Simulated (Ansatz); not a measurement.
Bands of a (8,0) gold nanotube, along its axis.

Levels: PBE (plane waves to 420 eV, PAW; Ansatz, a first-principles code); PBE with spin-orbit coupling run with Ansatz. Unmarked values and the geometry are of the first. Mesh 1×1×14. No spin polarisation. One-dimensional cell, images about 11 Å apart. A hypothetical model, rolled from the flat sheet. Only distortions within the start's symmetry and period were free. Values not marked SOC lack spin–orbit coupling.

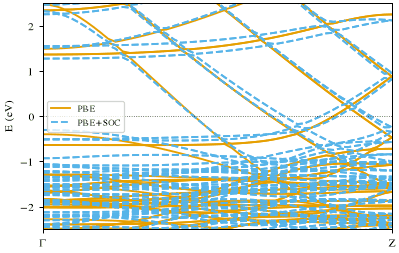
Figure. Bands from the zone centre to the zone edge (period 4.68 Å); the dotted line marks the highest filled level of each set

Question: Is it a metal or a semiconductor at this level? Give what the bands show.

Answer: A metal in PBE.
| Quantity | Result |
|---|---|
| PBE gap | none (under 0.01 eV) |
